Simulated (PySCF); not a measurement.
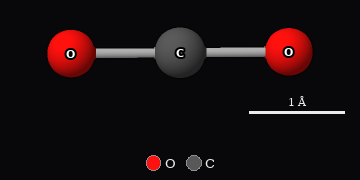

Figure 1. The starting structure (ball-and-stick view, seen on its broad side). Bond lengths as drawn: C–O 1.16 Å.

## Geometry relaxation, with input and output: CO2 (part 1 of 2)

System: CO2.
Method: M06-2X/def2-TZVP, RKS (PySCF 2.14.0).

The geometry comes from this level: PBE0-D4/def2-TZVP.

**Input (input.py)**
```python
# O=C=O
from pyscf import gto, dft
from pyscf.geomopt.geometric_solver import kernel as optimise

mol = gto.M(
    atom='''
O    0.371620  -1.091900   0.088230
C    0.000120   0.000050   0.000070
O   -0.371750   1.091850  -0.088290
''',
    charge=0,
    max_memory=1860,
    verbose=3,
    basis='def2-tzvp',
    spin=0,
)

myscf = dft.RKS(mol)
myscf.xc = 'm06-2x'
myscf.conv_tol = 1e-10
myscf.grids.level = 4
converged, mol_eq = optimise(myscf, maxsteps=60, convergence_set='GAU_TIGHT')
print('converged:', converged)
print(mol_eq.tostring())

myscf.reset(mol_eq)
mol = mol_eq
myscf.kernel()
if not myscf.converged:
    myscf = myscf.newton().run(myscf.mo_coeff, myscf.mo_occ)
e_tot = myscf.e_tot
print('E = %.10f Eh' % e_tot)
```

Launch command:
```bash
OMP_NUM_THREADS=1 python input.py
```

**Log**
```
#|     Arguments passed to driver run_optimizer():      |#
convergence_set           GAU_TIGHT
customengine              <pyscf.geomopt.geometric_solver.PySCFEngine object>
maxiter                   60
----------------------------------------------------------
Custom engine selected.
Bonds will be generated from interatomic distances less than 1.20 times sum of covalent radii
9 internal coordinates being used (instead of 9 Cartesians)
Internal coordinate system (atoms numbered from 1):
Distance 1-2
Distance 2-3
LinearAngleX 1-2-3
LinearAngleY 1-2-3
Translation-X 1-3
Translation-Y 1-3
Translation-Z 1-3
Rotation-A 1-3
Rotation-B 1-3
Rotation-C 1-3
<class 'geometric.internal.Distance'> : 2
<class 'geometric.internal.LinearAngle'> : 2
<class 'geometric.internal.TranslationX'> : 1
<class 'geometric.internal.TranslationY'> : 1
<class 'geometric.internal.TranslationZ'> : 1
<class 'geometric.internal.RotationA'> : 1
<class 'geometric.internal.RotationB'> : 1
<class 'geometric.internal.RotationC'> : 1
> ===== Optimization Info: ====
> Job type: Energy minimization
> Maximum number of optimization cycles: 60
> Initial / maximum trust radius (Angstrom): 0.100 / 0.300
> Convergence Criteria:
> Will converge when all 5 criteria are reached:
>  |Delta-E| < 1.00e-06
>  RMS-Grad  < 1.00e-05
>  Max-Grad  < 1.50e-05
>  RMS-Disp  < 4.00e-05
>  Max-Disp  < 6.00e-05
> === End Optimization Info ===

Geometry optimization cycle 1
Cartesian coordinates (Angstrom)
 Atom        New coordinates             dX        dY        dZ
   O   0.371620  -1.091900   0.088230    0.000000  0.000000  0.000000
   C   0.000120   0.000050   0.000070    0.000000  0.000000  0.000000
   O  -0.371750   1.091850  -0.088290    0.000000  0.000000  0.000000

WARN: Mole.unit (angstrom) is changed to Bohr

converged SCF energy = -188.596934774026
--------------- RKS_Scanner gradients ---------------
         x                y                z
0 O     0.0015831744    -0.0047092063     0.0003706741
1 C     0.0000529826     0.0000349506     0.0000298877
2 O    -0.0016360906     0.0046740913    -0.0004006534
----------------------------------------------
cycle 1: E = -188.596934774  dE = -188.597  norm(grad) = 0.00703632
Step    0 : Gradient = 4.062e-03/4.982e-03 (rms/max) Energy = -188.5969347740
Hessian Eigenvalues: 5.00000e-02 5.00000e-02 5.00000e-02 ... 2.50000e-01 1.29924e+00 1.29929e+00

Geometry optimization cycle 2
Cartesian coordinates (Angstrom)
 Atom        New coordinates             dX        dY        dZ
   O   0.370627  -1.090116   0.087889   -0.000993  0.001784 -0.000341
   C   0.000026   0.000014   0.000020   -0.000094 -0.000036 -0.000050
   O  -0.370665   1.090107  -0.087897    0.001085 -0.001743  0.000393
converged SCF energy = -188.596955342232
--------------- RKS_Scanner gradients ---------------
         x                y                z
0 O     0.0001250288    -0.0003532263     0.0000308500
1 C     0.0000130791     0.0000069391     0.0000071751
2 O    -0.0001380967     0.0003462579    -0.0000380494
----------------------------------------------
cycle 2: E = -188.596955342  dE = -2.05682e-05  norm(grad) = 0.000531071
Step    1 : Displace = 1.656e-03/2.028e-03 (rms/max) Trust = 1.000e-01 (=) Grad = 3.066e-04/3.760e-04 (rms/max) E (change) = -188.5969553422 (-2.057e-05) Quality = 1.078
Hessian Eigenvalues: 4.99343e-02 5.00000e-02 5.00000e-02 ... 2.50000e-01 1.20236e+00 1.29927e+00

Geometry optimization cycle 3
Cartesian coordinates (Angstrom)
 Atom        New coordinates             dX        dY        dZ
   O   0.370163  -1.090115   0.087660   -0.000464  0.000001 -0.000229
   C   0.000001   0.000004   0.000007   -0.000025 -0.000009 -0.000013
   O  -0.370176   1.090117  -0.087654    0.000489  0.000010  0.000243
converged SCF energy = -188.596955486334
--------------- RKS_Scanner gradients ---------------
         x                y                z
0 O     0.0000079220     0.0000098216     0.0000045922
1 C     0.0000028570    -0.0000005830     0.0000013656
2 O    -0.0000107775    -0.0000092435    -0.0000059619
----------------------------------------------
cycle 3: E = -188.596955486  dE = -1.44102e-07  norm(grad) = 2.06838e-05
Step    2 : Displace = 1.376e-04/1.673e-04 (rms/max) Trust = 1.414e-01 (+) Grad = 1.194e-05/1.540e-05 (rms/max) E (change) = -188.5969554863 (-1.441e-07) Quality = 1.096
Hessian Eigenvalues: 4.11383e-02 5.00000e-02 5.00000e-02 ... 2.50000e-01 1.29915e+00 1.34016e+00

Geometry optimization cycle 4
Cartesian coordinates (Angstrom)
 Atom        New coordinates             dX        dY        dZ
   O   0.369697  -1.090277   0.087423   -0.000466 -0.000162 -0.000238
   C  -0.000006   0.000002   0.000004   -0.000007 -0.000002 -0.000004
   O  -0.369703   1.090281  -0.087412    0.000473  0.000164  0.000242
converged SCF energy = -188.596955514416
--------------- RKS_Scanner gradients ---------------
         x                y                z
0 O    -0.0000005454     0.0000400071     0.0000028740
1 C    -0.0000014038     0.0000018053    -0.0000005472
2 O     0.0000019485    -0.0000418107    -0.0000023255
----------------------------------------------
cycle 4: E = -188.596955514  dE = -2.80818e-08  norm(grad) = 5.80689e-05
Step    3 : Displace = 1.239e-05/1.495e-05 (rms/max) Trust = 2.000e-01 (+) Grad = 3.353e-05/4.192e-05 (rms/max) E (change) = -188.5969555144 (-2.808e-08) Quality = 2.056
Hessian Eigenvalues: 1.63066e-03 5.00000e-02 5.00000e-02 ... 2.53701e-01 1.29957e+00 2.44149e+00

Geometry optimization cycle 5
Cartesian coordinates (Angstrom)
 Atom        New coordinates             dX        dY        dZ
   O   0.358244  -1.094349   0.081659   -0.011453 -0.004072 -0.005763
   C  -0.000102  -0.000034  -0.000046   -0.000096 -0.000036 -0.000050
   O  -0.358156   1.094393  -0.081596    0.011548  0.004112  0.005816
converged SCF energy = -188.596955929486
--------------- RKS_Scanner gradients ---------------
         x                y                z
0 O    -0.0001071055     0.0004368262    -0.0000187228
1 C    -0.0000417062    -0.0000245572    -0.0000229644
2 O     0.0001488762    -0.0004122062     0.0000417699
----------------------------------------------
cycle 5: E = -188.596955929  dE = -4.1507e-07  norm(grad) = 0.000631927
Step    4 : Displace = 1.663e-04/1.877e-04 (rms/max) Trust = 2.828e-01 (+) Grad = 3.648e-04/4.502e-04 (rms/max) E (change) = -188.5969559295 (-4.151e-07) Quality = 1.283
Hessian Eigenvalues: 8.80479e-04 5.00000e-02 5.00000e-02 ... 2.55545e-01 1.30152e+00 3.15967e+00

Geometry optimization cycle 6
Cartesian coordinates (Angstrom)
 Atom        New coordinates             dX        dY        dZ
   O   0.348031  -1.097974   0.076652   -0.010213 -0.003625 -0.005007
   C  -0.000127  -0.000036  -0.000058   -0.000025 -0.000002 -0.000012
   O  -0.347923   1.098022  -0.076577    0.010233  0.003629  0.005019
converged SCF energy = -188.596956156875
--------------- RKS_Scanner gradients ---------------
         x                y                z
0 O    -0.0001157359     0.0004830421    -0.0000211904
1 C    -0.0000593306    -0.0000034624    -0.0000298755
2 O     0.0001752330    -0.0004795510     0.0000511820
----------------------------------------------
cycle 6: E = -188.596956157  dE = -2.27389e-07  norm(grad) = 0.000717561
Step    5 : Displace = 2.821e-05/3.112e-05 (rms/max) Trust = 3.000e-01 (+) Grad = 4.143e-04/5.131e-04 (rms/max) E (change) = -188.5969561569 (-2.274e-07) Quality = 1.133
Hessian Eigenvalues: 7.38903e-04 5.00000e-02 5.00000e-02 ... 2.53874e-01 1.29923e+00 2.20326e+00

Geometry optimization cycle 7
Cartesian coordinates (Angstrom)
 Atom        New coordinates             dX        dY        dZ
   O   0.339057  -1.101174   0.072474   -0.008974 -0.003200 -0.004178
   C  -0.000081  -0.000013  -0.000032    0.000046  0.000023  0.000026
   O  -0.339008   1.101202  -0.072428    0.008915  0.003180  0.004149
converged SCF energy = -188.596956375153
--------------- RKS_Scanner gradients ---------------
         x                y                z
0 O    -0.0000529770     0.0002350397    -0.0000129201
1 C    -0.0000411421     0.0000220051    -0.0000185833
2 O     0.0000942499    -0.0002570576     0.0000315789
----------------------------------------------
cycle 7: E = -188.596956375  dE = -2.18278e-07  norm(grad) = 0.000369727
Step    6 : Displace = 9.830e-05/1.139e-04 (rms/max) Trust = 3.000e-01 (=) Grad = 2.135e-04/2.756e-04 (rms/max) E (change) = -188.5969563752 (-2.183e-07) Quality = 1.053
Hessian Eigenvalues: 9.89382e-04 4.94866e-02 5.00000e-02 ... 2.50000e-01 1.28525e+00 1.36150e+00

Geometry optimization cycle 8
Cartesian coordinates (Angstrom)
 Atom        New coordinates             dX        dY        dZ
   O   0.339444  -1.101128   0.072973    0.000386  0.000045  0.000498
   C  -0.000023   0.000005  -0.000001    0.000058  0.000018  0.000030
   O  -0.339458   1.101140  -0.072960   -0.000450 -0.000062 -0.000532
converged SCF energy = -188.596956456102
--------------- RKS_Scanner gradients ---------------
         x                y                z
0 O     0.0000019233     0.0000095531    -0.0000051561
1 C    -0.0000101880     0.0000176896    -0.0000035374
2 O     0.0000082847    -0.0000272526     0.0000087071
----------------------------------------------
cycle 8: E = -188.596956456  dE = -8.09484e-08  norm(grad) = 3.79201e-05
Step    7 : Displace = 9.837e-05/1.111e-04 (rms/max) Trust = 3.000e-01 (=) Grad = 2.189e-05/2.979e-05 (rms/max) E (change) = -188.5969564561 (-8.095e-08) Quality = 1.380
Hessian Eigenvalues: 9.84378e-04 4.35793e-02 5.00000e-02 ... 2.50000e-01 1.29801e+00 1.33807e+00

Geometry optimization cycle 9
Cartesian coordinates (Angstrom)
 Atom        New coordinates             dX        dY        dZ
   O   0.339588  -1.101074   0.073340    0.000144  0.000055  0.000367
   C  -0.000010   0.000007   0.000005    0.000013  0.000002  0.000007
   O  -0.339616   1.101084  -0.073334   -0.000158 -0.000056 -0.000375
converged SCF energy = -188.596956472847
--------------- RKS_Scanner gradients ---------------
         x                y                z
0 O     0.0000065122    -0.0000150103    -0.0000049002
1 C     0.0000015596    -0.0000001871     0.0000007612
2 O    -0.0000080771     0.0000151963     0.0000041364
----------------------------------------------
cycle 9: E = -188.596956473  dE = -1.67452e-08  norm(grad) = 2.46587e-05
Step    8 : Displace = 1.382e-05/1.730e-05 (rms/max) Trust = 3.000e-01 (=) Grad = 1.424e-05/1.770e-05 (rms/max) E (change) = -188.5969564728 (-1.675e-08) Quality = 4.143
Hessian Eigenvalues: 9.95455e-04 8.86966e-03 5.00000e-02 ... 2.56969e-01 1.30173e+00 2.17321e+00

Geometry optimization cycle 10
Cartesian coordinates (Angstrom)
 Atom        New coordinates             dX        dY        dZ
   O   0.339519  -1.101039   0.074540   -0.000069  0.000035  0.001200
   C   0.000015   0.000010   0.000018    0.000025  0.000003  0.000013
   O  -0.339575   1.101047  -0.074548    0.000042 -0.000037 -0.001214
converged SCF energy = -188.596956529333
--------------- RKS_Scanner gradients ---------------
         x                y                z
0 O     0.0000146335    -0.0000604570    -0.0000043182
1 C     0.0000216926    -0.0000260411     0.0000085883
2 O    -0.0000363790     0.0000865123    -0.0000043060
----------------------------------------------
cycle 10: E = -188.596956529  dE = -5.64864e-08  norm(grad) = 0.000118054
Step    9 : Displace = 3.005e-05/3.282e-05 (rms/max) Trust = 3.000e-01 (=) Grad = 6.816e-05/9.395e-05 (rms/max) E (change) = -188.5969565293 (-5.649e-08) Quality = 4.707
Hessian Eigenvalues: 1.02754e-03 2.61654e-03 5.00000e-02 ... 2.63613e-01 1.30065e+00 2.94877e+00

Geometry optimization cycle 11
Cartesian coordinates (Angstrom)
 Atom        New coordinates             dX        dY        dZ
   O   0.338511  -1.101195   0.077167   -0.001008 -0.000156  0.002627
   C   0.000046   0.000012   0.000034    0.000031  0.000002  0.000016
   O  -0.338601   1.101202  -0.077192    0.000973  0.000155 -0.002644
converged SCF energy = -188.596956654821
--------------- RKS_Scanner gradients ---------------
         x                y                z
0 O     0.0000221891    -0.0001090629    -0.0000036397
1 C     0.0000492684    -0.0000675574     0.0000189954
2 O    -0.0000715683     0.0001766576    -0.0000154407
```
